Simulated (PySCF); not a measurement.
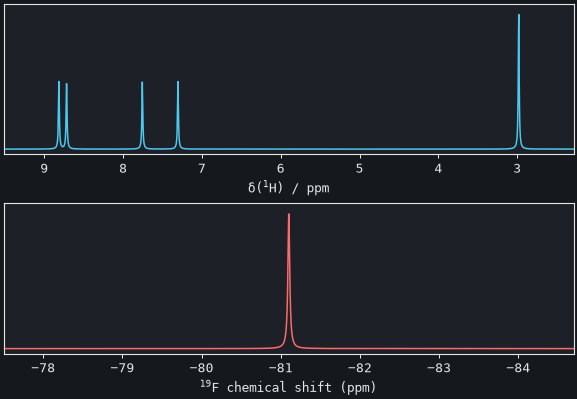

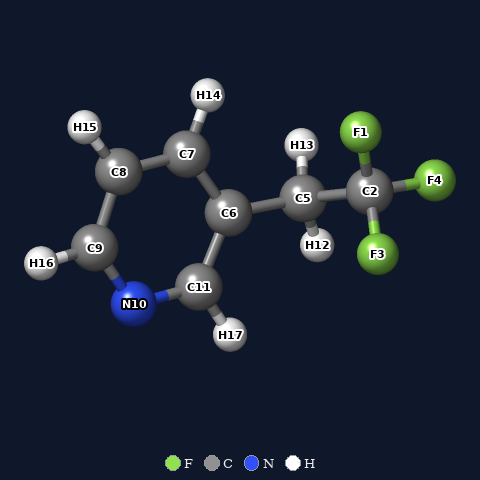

Spectrum and numbered structure of C₇H₆F₃N, SMILES FC(F)(F)Cc1cccnc1. GIAO shifts, PBE0/pcSseg-1 with PySCF, at a PBE0-D3(BJ)/def2-SVP geometry (no frequency check), against TMS for ¹H and CFCl₃ for ¹⁹F computed at the same level (¹⁹F: this reference is a hard case for the method, so all values can be off together by tens of ppm, and differences between signals are safer). Gas phase, fully decoupled, line heights follow the number of nuclei, widths are arbitrary (no quadrupolar broadening); values of one conformer, averaged over methyl-type rotors and exact or near symmetry; other conformers aren't averaged in.

Which atoms give which ¹H line?

| δ (ppm) | nuclei | atoms |
| --- | --- | --- |
| 8.81 | 1 | H16 |
| 8.72 | 1 | H17 |
| 7.76 | 1 | H14 |
| 7.30 | 1 | H15 |
| 2.98 | 2 | H12, H13 |

Where does the ¹⁹F line lie?

At −81.1 ppm (F1, F3 and F4).
